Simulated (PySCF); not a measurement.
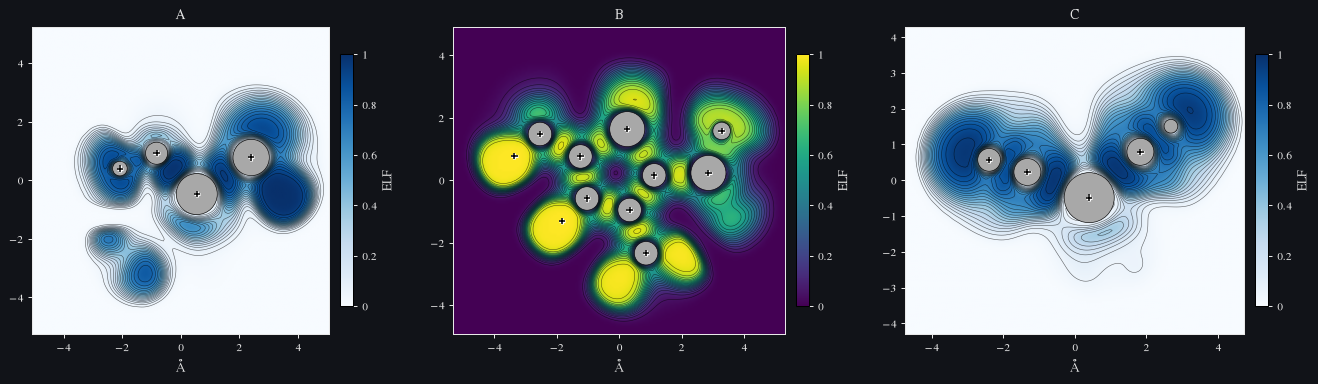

The ELF of 3 systems, each on a plane through atoms (crosses mark nuclei in the plane; grey discs cover the cores).

Method: PySCF, PBE0/pcSseg-1, SCF density, gas phase, non-relativistic.

System 1: CH7F3NPSi2, the plane of atoms P4, Si3 and C5. Geometry: GFN2-xTB.

```yaml
atoms:
  - { symbol: N, position_ang: [2.4425, -0.7268, -0.2787] }
  - { symbol: Si, position_ang: [1.4431, 0.6591, -0.4339] }
  - { symbol: Si, position_ang: [-0.4804, 0.1526, 0.7964] }
  - { symbol: P, position_ang: [-2.1786, 1.5910, 1.0224] }
  - { symbol: C, position_ang: [-1.3548, -1.2821, -0.2070] }
  - { symbol: F, position_ang: [-0.4872, -2.2757, -0.5258] }
  - { symbol: F, position_ang: [-1.8526, -0.8506, -1.3880] }
  - { symbol: F, position_ang: [-2.3724, -1.8719, 0.4394] }
  - { symbol: H, position_ang: [2.0571, -1.6463, -0.4281] }
  - { symbol: H, position_ang: [3.3980, -0.6988, -0.5962] }
  - { symbol: H, position_ang: [2.2011, 1.7556, 0.1738] }
  - { symbol: H, position_ang: [1.0918, 1.0666, -1.8094] }
  - { symbol: H, position_ang: [-0.3582, -0.5067, 2.1079] }
  - { symbol: H, position_ang: [-2.1825, 1.9935, -0.3045] }
  - { symbol: H, position_ang: [-1.3716, 2.6484, 1.4096] }
```

System 2: C6H7ClO2S2 (SMILES Cc1cc(C)c(S(=O)(=O)Cl)s1), the plane of atoms S7, C6 and S11. Geometry: GFN2-xTB.

```
atom    x (Å)    y (Å)    z (Å)
   C   3.0304  -0.3768  -0.9243
   C   1.5976  -0.2263  -0.5639
   C   1.0513   0.6199   0.3561
   C  -0.3575   0.5200   0.4610
   C  -1.2156   1.2844   1.4030
   C  -0.8333  -0.4087  -0.4176
   S  -2.4777  -0.9386  -0.6246
   O  -3.3970   0.1498  -0.5403
   O  -2.5589  -1.8449  -1.7211
  Cl  -2.7560  -2.0389   1.0700
   S   0.3802  -1.1885  -1.3465
   H   3.1841  -0.1549  -1.9790
   H   3.6380   0.2994  -0.3291
   H   3.3626  -1.3987  -0.7496
   H   1.6339   1.3005   0.9508
   H  -0.8008   2.2746   1.5765
   H  -1.2662   0.7619   2.3592
   H  -2.2240   1.3721   1.0080
```

System 3: C2H3N3Si (SMILES N#C[SiH](N)C#N), the plane of atoms C2, Si3 and C5. Geometry: GFN2-xTB, MD frame at 250 fs, 600 K.

```yaml
atoms:
  - { symbol: N, position_ang: [-2.5969, -1.2988, 0.5559] }
  - { symbol: C, position_ang: [-1.6090, -0.8311, 0.2145] }
  - { symbol: Si, position_ang: [0.1301, -0.0260, 0.0895] }
  - { symbol: N, position_ang: [-0.0860, 1.3599, -0.9841] }
  - { symbol: C, position_ang: [1.5445, -1.2041, -0.2470] }
  - { symbol: N, position_ang: [2.4624, -1.8447, -0.3646] }
  - { symbol: H, position_ang: [0.4711, 0.3534, 1.4952] }
  - { symbol: H, position_ang: [-0.4892, 1.2593, -1.8775] }
  - { symbol: H, position_ang: [-0.5844, 2.1152, -0.7800] }
```

### Which map belongs to which system?

Panel A is system 1, CH7F3NPSi2: the plane holds Si, P, C and F. C–F (1.36 Å): the ELF peaks at about 0.85 between the atoms; a polar covalent bond. Panel B is system 2, C6H7ClO2S2: the plane holds C, S, O and H. C–C (1.36 Å): the ELF peaks at about 0.95 between the atoms (a covalent bond). Panel C is system 3, C2H3N3Si: the plane holds C, Si and N. C–N (1.13 Å): the ELF peaks at about 0.85 between the atoms; a multiple bond.
